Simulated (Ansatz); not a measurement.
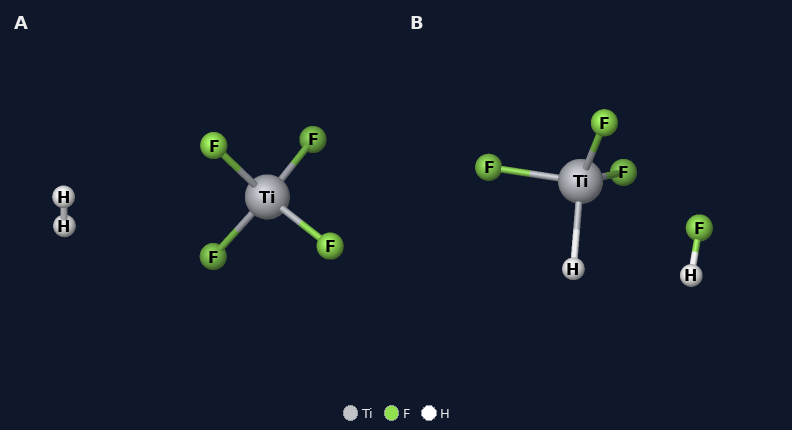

2 stationary structures of one formula. The species is neutral and a spin singlet. Geometries: PBE0-D4/def2-TZVP. Electronic energies: CCSD(T)/CBS (MP2 limit from def2-TZVPP and def2-QZVPP plus CCSD(T) − MP2) (Ansatz 0.2.0), without zero-point energy. No frequency run is at hand to confirm each as a minimum. Each is one conformer, not always the lowest.

### Which is lowest in energy, and by how much?

A is lowest (C2v); B lies 1.602 eV above it (Cs, a minimum).

Give E(B) − E(A) in eV at these levels too: PBE0-D4/def2-TZVPP; PBE-D4/def2-TZVPP; PBE0-D4/def2-SVP; ωB97M-V/def2-SVP; PBE-D4/STO-3G; B2PLYP (frozen core)/def2-TZVPP; r2SCAN-D4/def2-TZVPP; BHLYP-D4/def2-TZVPP.

| level | E(B) − E(A) (eV) |
| --- | --- |
| PBE0-D4/def2-TZVPP | +1.635 |
| PBE-D4/def2-TZVPP | +1.753 |
| PBE0-D4/def2-SVP | +1.613 |
| ωB97M-V/def2-SVP | +1.506 |
| PBE-D4/STO-3G | +3.031 |
| B2PLYP (frozen core)/def2-TZVPP | +1.750 |
| r2SCAN-D4/def2-TZVPP | +1.777 |
| BHLYP-D4/def2-TZVPP | +1.584 |
